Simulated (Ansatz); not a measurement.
# BClH₄OSi: geometry and vibrations

What shape does BClH₄OSi take? The plan is to relax it, then compute its harmonic vibrations to see whether it is a minimum and to get the zero-point energy and entropy.

Computed with Ansatz 0.2.0, Gaussian basis. Level: RKS PBE0-D4/def2-TZVP.

Plan: relaxation at PBE-D4/def2-SVP; relaxation at PBE0-D4/def2-TZVP; harmonic vibrations at the same level.

2 further runs of the same task are left out: 1 that didn't finish, 1 set aside as unsound or not needed.

### 1 Starting geometry

8 atoms, charge 0, spin multiplicity 1.

Atoms are counted from 1 here; the program's logs count them from 0.

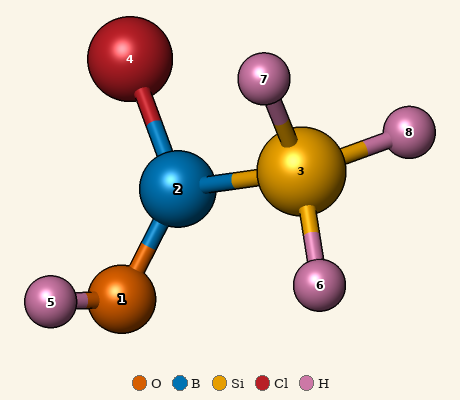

The starting geometry (oxygen orange, boron blue, silicon amber, chlorine red, hydrogen pink); atoms are numbered from 1 in the order of the file.

Geometry (Å):

| atom | x (Å) | y (Å) | z (Å) |
| --- | --- | --- | --- |
| O1 | -0.7852 | 1.4075 | -0.9541 |
| B2 | -0.3334 | 0.0903 | -0.7946 |
| Si3 | 0.2049 | -0.5167 | 0.9439 |
| Cl4 | -0.1727 | -1.0390 | -2.2407 |
| H5 | -0.0293 | 1.9838 | -1.2009 |
| H6 | 0.0697 | 0.5844 | 1.9325 |
| H7 | 1.6793 | -0.9122 | 0.9048 |
| H8 | -0.5413 | -1.6552 | 1.3534 |

The start is a force-field geometry with small random shifts, so a cheaper pass at PBE-D4/def2-SVP comes first.

### 2 Relaxation at PBE-D4/def2-SVP (cheap first pass)

Input file in.yaml:

```yaml
crystal:
  periodic: [false, false, false]
  atoms:
    - {symbol: O, position_ang: [-0.785200, 1.407500, -0.954100]}
    - {symbol: B, position_ang: [-0.333400, 0.090300, -0.794600]}
    - {symbol: Si, position_ang: [0.204900, -0.516700, 0.943900]}
    - {symbol: Cl, position_ang: [-0.172700, -1.039000, -2.240700]}
    - {symbol: H, position_ang: [-0.029300, 1.983800, -1.200900]}
    - {symbol: H, position_ang: [0.069700, 0.584400, 1.932500]}
    - {symbol: H, position_ang: [1.679300, -0.912200, 0.904800]}
    - {symbol: H, position_ang: [-0.541300, -1.655200, 1.353400]}
basis:
  gaussian: {orbitals: def2-SVP}
hamiltonian: {xc: pbe, dispersion: d4}
relax: {f_tol: 0.03, max_steps: 200}
```

Output (excerpt; [...] marks lines left out):

```text
Functional definition: PBE
  name "PBE"
  cite "Perdew, Burke & Ernzerhof, Phys. Rev. Lett. 77, 3865 (1996) doi:10.1103/PhysRevLett.77.3865"
  parent pbe
[...]
920 factors; their error is unknown
[...]
mean field -23168.95548079 eV, -851.4434094371 hartree, gradient 2.1e-5 eV, S^2 0.000000; 0 other end points of the search recorded, 0 dependent functions left out
[...]
reference -23168.95551250 eV, -851.4434106024 hartree; 24, 24 occupied and 60, 60 virtual orbitals, 920 factors
relax step   1: F+E_penalty+E_count = -23169.12129045 eV  Δ(F+E_penalty+E_count) = +0.000e0 eV  max|allowed force component| = 2.101e0 eV/Å  Δτ_max = 0.0000 Å  (26 SCF iters, accepted)
[...]
relax step   4: F+E_penalty+E_count = -23169.60785323 eV  Δ(F+E_penalty+E_count) = -1.101e-1 eV  max|allowed force component| = 1.916e0 eV/Å  Δτ_max = 0.1954 Å  (32 SCF iters, accepted)
[...]
relax step   7: F+E_penalty+E_count = -23169.96316521 eV  Δ(F+E_penalty+E_count) = -5.760e-3 eV  max|allowed force component| = 3.240e-1 eV/Å  Δτ_max = 0.0339 Å  (26 SCF iters, accepted)
[...]
relax step  10: F+E_penalty+E_count = -23169.97282388 eV  Δ(F+E_penalty+E_count) = -4.935e-4 eV  max|allowed force component| = 7.991e-3 eV/Å  Δτ_max = 0.0277 Å  (26 SCF iters, accepted)
[...]
relax step  11: F+E_penalty+E_count = -23169.97301583 eV  Δ(F+E_penalty+E_count) = -1.919e-4 eV  max|allowed force component| = 3.473e-2 eV/Å  Δτ_max = 0.0356 Å  (26 SCF iters, accepted)
[...]
relax step  12: F+E_penalty+E_count = -23169.97310663 eV  Δ(F+E_penalty+E_count) = -9.080e-5 eV  max|allowed force component| = 2.956e-2 eV/Å  Δτ_max = 0.0225 Å  (27 SCF iters, accepted)
920 factors; their error is unknown
mean field -23169.80964598 eV, -851.4747994286 hartree, gradient 1.1e-5 eV, S^2 0.000000; 1 other end points of the search recorded, 0 dependent functions left out
[...]
reference -23169.80967890 eV, -851.4748006385 hartree; 24, 24 occupied and 60, 60 virtual orbitals, 920 factors
Total energy: -23169.97313955 eV, -851.4808077067 hartree
Atom 0 at    -0.457570     1.568797    -0.889077 Å, force     0.010980    -0.017142     0.029556 eV/Å
Atom 1 at    -0.143455     0.259118    -0.756358 Å, force    -0.005035     0.013533    -0.028184 eV/Å
Atom 2 at     0.264457    -0.554819     1.057550 Å, force     0.009208    -0.007541     0.014753 eV/Å
Atom 3 at    -0.079994    -0.783548    -2.212364 Å, force     0.001750     0.006112     0.014261 eV/Å
Atom 4 at    -0.623798     1.823802    -1.819428 Å, force    -0.006442     0.000099    -0.019892 eV/Å
Atom 5 at     0.138776     0.441867     2.179556 Å, force    -0.000303    -0.008752    -0.009034 eV/Å
Atom 6 at     1.667503    -1.108044     1.061001 Å, force    -0.012806     0.006115    -0.001933 eV/Å
Atom 7 at    -0.673920    -1.704274     1.323421 Å, force     0.002649     0.007576     0.000474 eV/Å
Dipole moment:    -0.083391     0.232240    -0.258899 e Å
```

It took 33 s on 4 threads, shared host.

The steps of the relaxation:

| step | energy from step 1 (eV) | largest force component (eV/Å) |
| --- | --- | --- |
| 1 | 0.0000 | 2.1010 |
| 2 | -0.2443 | 1.2280 |
| 3 | -0.3764 | 1.5890 |
| 4 | -0.4866 | 1.9160 |
| 5 | -0.7878 | 0.4548 |
| 6 | -0.8361 | 0.2481 |
| 7 | -0.8419 | 0.3240 |
| 8 | -0.8462 | 0.1665 |
| 9 | -0.8510 | 0.0480 |
| 10 | -0.8515 | 0.0080 |
| 11 | -0.8517 | 0.0347 |
| 12 | -0.8518 | 0.0296 |

The force was under the threshold of 0.03 eV/Å already at step 10, but the program went on to step 12.

Close pairs (by a distance rule), those that changed most:

| bond | before (Å) | after (Å) | change (Å) |
| --- | --- | --- | --- |
| B2–Si3 | 1.918 | 2.030 | +0.111 |
| Si3–H8 | 1.422 | 1.507 | +0.086 |
| B2–Cl4 | 1.842 | 1.792 | -0.050 |
| O1–B2 | 1.402 | 1.353 | -0.048 |
| Si3–H6 | 1.486 | 1.506 | +0.020 |
| Si3–H7 | 1.527 | 1.508 | -0.019 |
| O1–H5 | 0.982 | 0.979 | -0.003 |

### 3 Relaxation at PBE0-D4/def2-TZVP

Input file in.yaml:

```yaml
crystal:
  periodic: [false, false, false]
  atoms:
    - {symbol: O, position_ang: [-0.457570, 1.568797, -0.889077]}
    - {symbol: B, position_ang: [-0.143455, 0.259118, -0.756358]}
    - {symbol: Si, position_ang: [0.264457, -0.554819, 1.057550]}
    - {symbol: Cl, position_ang: [-0.079994, -0.783548, -2.212364]}
    - {symbol: H, position_ang: [-0.623798, 1.823802, -1.819428]}
    - {symbol: H, position_ang: [0.138776, 0.441867, 2.179556]}
    - {symbol: H, position_ang: [1.667503, -1.108044, 1.061001]}
    - {symbol: H, position_ang: [-0.673920, -1.704274, 1.323421]}
basis:
  gaussian: {orbitals: def2-TZVP}
hamiltonian: {xc: pbe0, dispersion: d4}
relax: {f_tol: 0.005, max_steps: 150}
```

Output (excerpt; [...] marks lines left out):

```text
Functional definition: PBE0
  name "PBE0"
  cite "Adamo & Barone, J. Chem. Phys. 110, 6158 (1999) doi:10.1063/1.478522"
  cite "Perdew, Burke & Ernzerhof, Phys. Rev. Lett. 77, 3865 (1996) doi:10.1103/PhysRevLett.77.3865"
  parent pbe
[...]
1032 factors; their error is unknown
[...]
mean field -23182.07584200 eV, -851.9255738183 hartree, gradient 7.1e-5 eV, S^2 0.000000; 0 other end points of the search recorded, 0 dependent functions left out
[...]
reference -23182.07587367 eV, -851.9255749821 hartree; 24, 24 occupied and 136, 136 virtual orbitals, 1032 factors
relax step   1: F+E_penalty+E_count = -23182.21432819 eV  Δ(F+E_penalty+E_count) = +0.000e0 eV  max|allowed force component| = 6.715e-1 eV/Å  Δτ_max = 0.0000 Å  (25 SCF iters, accepted)
[...]
reference -23182.09677819 eV, -851.9263432088 hartree; 24, 24 occupied and 136, 136 virtual orbitals, 1032 factors
Total energy: -23182.23583508 eV, -851.9314534554 hartree
Atom 0 at    -0.463387     1.550875    -0.887962 Å, force     0.000994    -0.003965     0.003921 eV/Å
Atom 1 at    -0.138061     0.255272    -0.750147 Å, force     0.000037     0.002500    -0.001156 eV/Å
Atom 2 at     0.266281    -0.556197     1.058368 Å, force     0.000084    -0.000023     0.000442 eV/Å
Atom 3 at    -0.059070    -0.776790    -2.196423 Å, force    -0.000177     0.000448     0.000267 eV/Å
Atom 4 at    -0.632477     1.816924    -1.799569 Å, force    -0.000510     0.000564    -0.003110 eV/Å
Atom 5 at     0.148712     0.439360     2.155935 Å, force     0.000003    -0.000503    -0.000216 eV/Å
Atom 6 at     1.647883    -1.109108     1.049146 Å, force    -0.000645     0.000304    -0.000165 eV/Å
Atom 7 at    -0.677883    -1.677437     1.314953 Å, force     0.000215     0.000675     0.000016 eV/Å
Dipole moment:    -0.069315     0.200620    -0.183381 e Å
```

Run time: 64 s. Hardware: 4 threads, shared host; peak memory 0.34 GiB.

Step by step:

| step | energy from step 1 (eV) | largest force component (eV/Å) |
| --- | --- | --- |
| 1 | 0.0000 | 0.6715 |
| 2 | -0.0193 | 0.2205 |
| 3 | -0.0211 | 0.0439 |
| 4 | -0.0214 | 0.0419 |
| 5 | -0.0215 | 0.0128 |
| 6 | -0.0215 | 0.0081 |
| 7 | -0.0215 | 0.0003 |
| 8 | -0.0215 | 0.0040 |

The force was under the threshold of 0.005 eV/Å already at step 7, but the program went on to step 8.

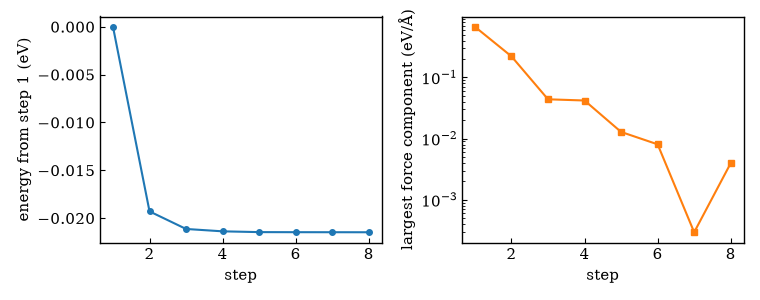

Energy and force, step by step.

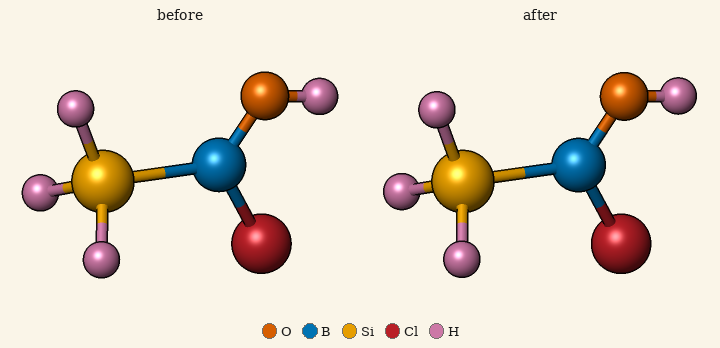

Before and after, at one scale.

Close pairs (by a distance rule), those that changed most:

| bond | before (Å) | after (Å) | change (Å) |
| --- | --- | --- | --- |
| Si3–H7 | 1.508 | 1.488 | -0.020 |
| Si3–H6 | 1.506 | 1.486 | -0.020 |
| Si3–H8 | 1.507 | 1.488 | -0.019 |
| O1–H5 | 0.979 | 0.965 | -0.014 |
| B2–Cl4 | 1.792 | 1.779 | -0.013 |
| O1–B2 | 1.353 | 1.343 | -0.010 |
| B2–Si3 | 2.030 | 2.023 | -0.007 |

Mulliken charges of the relaxed molecule (report file):

| atom | value (e) |
| --- | --- |
| O1 | -0.36 |
| B2 | 0.24 |
| Si3 | -0.01 |
| Cl4 | -0.16 |
| H5 | 0.33 |
| H6 | -0.02 |
| H7 | -0.01 |
| H8 | -0.01 |

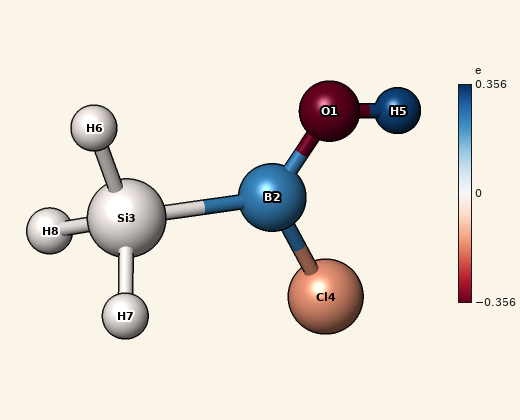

Mulliken charges of the relaxed molecule (report file), as colours on the atoms.

### 4 Harmonic vibrations

Input file in.yaml:

```yaml
crystal:
  periodic: [false, false, false]
  atoms:
    - {symbol: O, position_ang: [-0.463387, 1.550875, -0.887962]}
    - {symbol: B, position_ang: [-0.138061, 0.255272, -0.750147]}
    - {symbol: Si, position_ang: [0.266281, -0.556197, 1.058368]}
    - {symbol: Cl, position_ang: [-0.059070, -0.776790, -2.196423]}
    - {symbol: H, position_ang: [-0.632477, 1.816924, -1.799569]}
    - {symbol: H, position_ang: [0.148712, 0.439360, 2.155935]}
    - {symbol: H, position_ang: [1.647883, -1.109108, 1.049146]}
    - {symbol: H, position_ang: [-0.677883, -1.677437, 1.314953]}
basis:
  gaussian: {orbitals: def2-TZVP}
hamiltonian: {xc: pbe0, dispersion: d4}
phonons: {temperatures: {t_min: 298.15, t_max: 900, t_step: 200}}
```

Output (excerpt; [...] marks lines left out):

```text
Functional definition: PBE0
  name "PBE0"
  cite "Adamo & Barone, J. Chem. Phys. 110, 6158 (1999) doi:10.1063/1.478522"
  cite "Perdew, Burke & Ernzerhof, Phys. Rev. Lett. 77, 3865 (1996) doi:10.1103/PhysRevLett.77.3865"
  parent pbe
[...]
1032 factors; their error is unknown
[...]
mean field -23182.09674719 eV, -851.9263420696 hartree, gradient 7.7e-5 eV, S^2 0.000000; 0 other end points of the search recorded, 0 dependent functions left out
[...]
reference -23182.09677869 eV, -851.9263432274 hartree; 24, 24 occupied and 136, 136 virtual orbitals, 1032 factors
[...]
1032 factors; their error is unknown
mean field -23182.09672106 eV, -851.9263411096 hartree, gradient 1.1e-6 eV, S^2 0.000000; 0 other end points of the search recorded, 0 dependent functions left out
[...]
reference -23182.09675257 eV, -851.9263422674 hartree; 24, 24 occupied and 136, 136 virtual orbitals, 1032 factors
[...]
Atom 0 at    -0.463387     1.550875    -0.887962 Å, force     0.000998    -0.003994     0.003919 eV/Å
Atom 1 at    -0.138061     0.255272    -0.750147 Å, force     0.000024     0.002541    -0.001184 eV/Å
Atom 2 at     0.266281    -0.556197     1.058368 Å, force     0.000088    -0.000037     0.000446 eV/Å
Atom 3 at    -0.059070    -0.776790    -2.196423 Å, force    -0.000178     0.000455     0.000279 eV/Å
Atom 4 at    -0.632477     1.816924    -1.799569 Å, force    -0.000505     0.000552    -0.003100 eV/Å
Atom 5 at     0.148712     0.439360     2.155935 Å, force     0.000003    -0.000494    -0.000211 eV/Å
Atom 6 at     1.647883    -1.109108     1.049146 Å, force    -0.000646     0.000302    -0.000163 eV/Å
Atom 7 at    -0.677883    -1.677437     1.314953 Å, force     0.000216     0.000674     0.000014 eV/Å
Dipole moment:    -0.069315     0.200617    -0.183381 e Å
Vibrations: 57.13 158.25 314.69 322.35 480.44 569.54 620.16 647.18 804.92 900.18 935.51 940.29 1111.87 1371.20 2218.97 2223.40 2232.46 3818.09 cm⁻¹, zero-point energy 1.222895 eV
```

Run time: 95 s. Hardware: 4 threads, shared host; peak memory 0.34 GiB.

Motions are named by where the mode's potential energy lies. The modes, unscaled (a negative number is an imaginary wavenumber):

| mode | cm⁻¹ | motion |
| --- | --- | --- |
| 1 | 57 | torsion |
| 2 | 158 | bend |
| 3 | 315 | bend |
| 4 | 322 | torsion with bend |
| 5 | 480 | B–Cl and Si–B stretch |
| 6 | 570 | bend |
| 7 | 620 | bend with torsion |
| 8 | 647 | torsion |
| 9 | 805 | B–Cl stretch with bend |
| 10 | 900 | bend |
| 11 | 936 | bend with torsion |
| 12 | 940 | bend with torsion |
| 13 | 1112 | bend |
| 14 | 1371 | B–O stretch |
| 15 | 2219 | Si–H stretch |
| 16 | 2223 | Si–H stretch |
| 17 | 2232 | Si–H stretch |
| 18 | 3818 | O–H stretch |

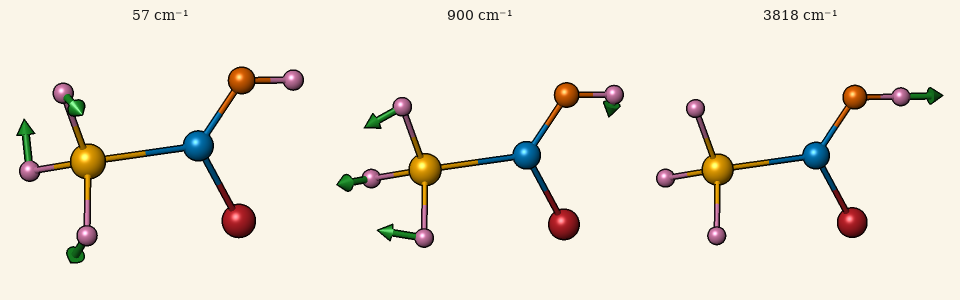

Displacements of 3 modes, as arrows.

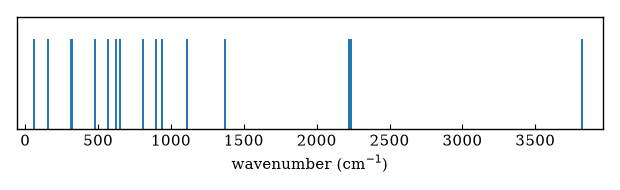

The harmonic wavenumbers as sticks (no intensities were computed).

From these modes and the moments of inertia (298.15 K, 1 bar, symmetry number 1):

| term | value |
| --- | --- |
| zero-point energy | 118.0 kJ/mol |
| H(298) − E | 136.3 kJ/mol |
| entropy, translation | 165.6 J/(mol K) |
| entropy, rotation | 111.8 J/(mol K) |
| entropy, vibration | 52.0 J/(mol K) |
| entropy, total | 329.3 J/(mol K) |

### 5 What came out

```
                  quantity            value
               point group               Cs
                     steps           12 + 8
shift from the start (rms)          0.388 Å
              total energy   -23182.2358 eV
           dispersion term         -139 meV
             dipole moment           1.35 D
lowest, highest wavenumber    57, 3818 cm⁻¹
         zero-point energy     118.0 kJ/mol
       entropy at 298.15 K  329.3 J/(mol K)
```

The atoms moved 0.39 Å (rms) from the start; the bond that changed most is B2–Si3, from 1.918 to 2.023 Å. All wavenumbers are real, so the end point is a minimum. The stiffest mode, 3818 cm⁻¹, is an O–H stretch, and 2 modes under 200 cm⁻¹ make the vibrational entropy uncertain. Harmonic hybrid wavenumbers usually lie a few per cent above measured fundamentals. The largest Mulliken charge, -0.36 e, sits on O1.
